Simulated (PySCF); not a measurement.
# HNO3 (nitric acid): levels of theory compared

Aim: a comparison of 6 runs (B2PLYP/def2-SVPD, B3LYP/def2-SVPD, BLYP/def2-SVPD, M06-L/def2-SVPD, SVWN5/def2-SVPD, SCS-MP2/def2-SVPD) of HNO3 (nitric acid). Input form: a Python script.

The calculation is run with PySCF 2.14.0.

1 further run of the same task is left out (set aside as unsound or not needed).

## (1) The molecule

HNO3 has 5 atoms, charge 0, and is taken as a singlet. As SMILES, `O=[N+]([O-])O`. The shape is that of a PBE0-D4/def2-TZVP optimisation. This is one conformer, not always the lowest.

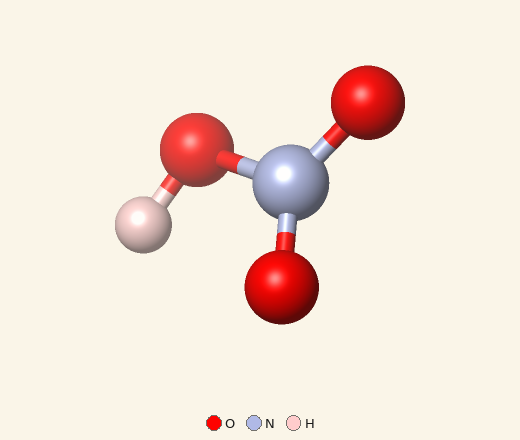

Viewed from a chosen angle; oxygen red, nitrogen light blue, hydrogen pink.

## (2) The energy at B2PLYP/def2-SVPD (run 1)

The input, run.py:

```python
# nitric acid
from pyscf import gto, dft, mp

mol = gto.M(
    atom='''
O        1.317870      -0.315800       0.746500
N        0.253090      -0.279730       0.226190
O       -0.596440      -1.123960       0.141450
O       -0.044080       0.932950      -0.373960
H       -0.930440       0.786540      -0.740170
''',
    max_memory=1860,
    basis='def2-svpd',
    verbose=3,
    charge=0,
)

mf = dft.RKS(mol, xc='0.53*HF + 0.47*B88, 0.73*LYP')
mf.grids.level = 5
mf.conv_tol = 1e-10
mf.kernel()
if not mf.converged:
    mf = mf.newton().run(mf.mo_coeff, mf.mo_occ)

pt = mp.MP2(mf, frozen=4).run()
e_tot = mf.e_tot + 0.27 * pt.e_corr
print('PT2 part  %.8f' % (0.27 * pt.e_corr))
print(f'total energy: {e_tot:.8f} hartree')
```

Launch:

```
$ OMP_NUM_THREADS=1 python run.py
```

What it wrote:

```text
converged SCF energy = -280.210248195413
E(RMP2) = -281.170784858615  E_corr = -0.960536663201753
E(SCS-RMP2) = -281.129261702128  E_corr = -0.919013506714687
PT2 part  -0.25934490
total energy: -280.46959309 hartree
```

Run time: 5.7 s. Hardware: 1 thread of AMD EPYC 9R45 (Zen 5), shared host; peak memory 0.48 GiB.

## (3) A single-point energy at B3LYP/def2-SVPD (run 2)

The input, input.xyz:

```xyz
5

O      1.317870    -0.315800     0.746500
N      0.253090    -0.279730     0.226190
O     -0.596440    -1.123960     0.141450
O     -0.044080     0.932950    -0.373960
H     -0.930440     0.786540    -0.740170
```

The input, run.py:

```python
from pyscf import gto, dft

system = gto.M(
    atom='input.xyz',
    basis='def2-svpd',
    charge=0,
    max_memory=1860,
    verbose=3,
)

mf = dft.RKS(system)
mf.xc = 'b3lyp'
mf.grids.level = 5
mf.conv_tol = 1e-10
mf.kernel()
if not mf.converged:
    mf = mf.newton().run(mf.mo_coeff, mf.mo_occ)

e_final = mf.e_tot
print('E = %.10f Eh' % e_final)
```

Launch:

```
$ OMP_NUM_THREADS=1 python run.py
```

What it wrote:

```text
converged SCF energy = -280.69814731953
E = -280.6981473195 Eh
```

Wall time 5.7 s (1 thread of AMD EPYC 9R45 (Zen 5), shared host); peak memory 0.48 GiB.

Runs 3 to 5 aren't shown in full; the table further down has their settings and results.

## (4) The energy at SCS-MP2/def2-SVPD (run 6)

The input, input.py:

```python
from pyscf import gto, mp

system = gto.M(
    atom='''
O      1.317870    -0.315800     0.746500
N      0.253090    -0.279730     0.226190
O     -0.596440    -1.123960     0.141450
O     -0.044080     0.932950    -0.373960
H     -0.930440     0.786540    -0.740170
''',
    verbose=3,
    basis='def2-svpd',
    max_memory=1860,
)

myscf = system.RHF()
myscf.conv_tol = 1e-10
myscf.kernel()
if not myscf.converged:
    myscf = myscf.newton().run(myscf.mo_coeff, myscf.mo_occ)

pt = mp.MP2(myscf, frozen=4).run()
etot = myscf.e_tot + 1.2 * pt.e_corr_os + pt.e_corr_ss / 3
print(f'total energy: {etot:.8f} hartree')
```

Launch:

```
$ OMP_NUM_THREADS=1 python input.py
```

What it wrote:

```text
converged SCF energy = -279.24363952357
E(RMP2) = -280.013881870318  E_corr = -0.770242346748484
E(SCS-RMP2) = -279.981628685223  E_corr = -0.737989161653649
total energy: -279.98162869 hartree
```

Wall time 1.2 s (1 thread of AMD EPYC 9R45 (Zen 5), shared host); peak memory 0.24 GiB.

## (5) Overview of the runs

```csv
run,level,frozen core orbitals,integration grid,energy (Eh),dipole moment (D) of the reference,HOMO energy (eV),LUMO energy (eV),wall time
1,B2PLYP/def2-SVPD,4,5,-280.469593,2.50,-11.59,-0.73,5.7 s
2,B3LYP/def2-SVPD,–,5,-280.698147,2.38,-9.43,-2.56,5.7 s
3,BLYP/def2-SVPD,–,5,-280.683197,2.30,-7.73,-3.20,5.1 s
4,M06-L/def2-SVPD,–,5,-280.670481,2.34,-8.19,-3.02,9 s
5,SVWN5/def2-SVPD,–,5,-278.716583,2.36,-8.00,-3.51,3.3 s
6,SCS-MP2/def2-SVPD,4,–,-279.981629,2.66,-13.78,2.03,1.2 s
```

## (6) Results

```
                                          quantity          value
                               run 6: total energy  -279.98163 Eh
       run 6: dipole moment (Hartree–Fock density)         2.66 D
        run 6: HOMO energy (Hartree–Fock orbitals)      -13.78 eV
        run 6: LUMO energy (Hartree–Fock orbitals)        2.03 eV
      run 6: HOMO–LUMO gap (Hartree–Fock orbitals)       15.81 eV
run 6: correlation energy (4 core orbitals frozen)     -738.0 mEh
```

What this shows: Over runs 1, 2, 3, 4, 5 the dipole moment (its size) runs from 2.30 D (BLYP/def2-SVPD) to 2.50 D (B2PLYP/def2-SVPD). A double hybrid's value is that of its SCF part. Over runs 1, 2, 3, 4, 5 the HOMO–LUMO gap runs from 4.49 eV (SVWN5/def2-SVPD) to 10.85 eV (B2PLYP/def2-SVPD). Totals of different functionals can't be ranked against each other. All runs together took 30 s, the longest 9 s.
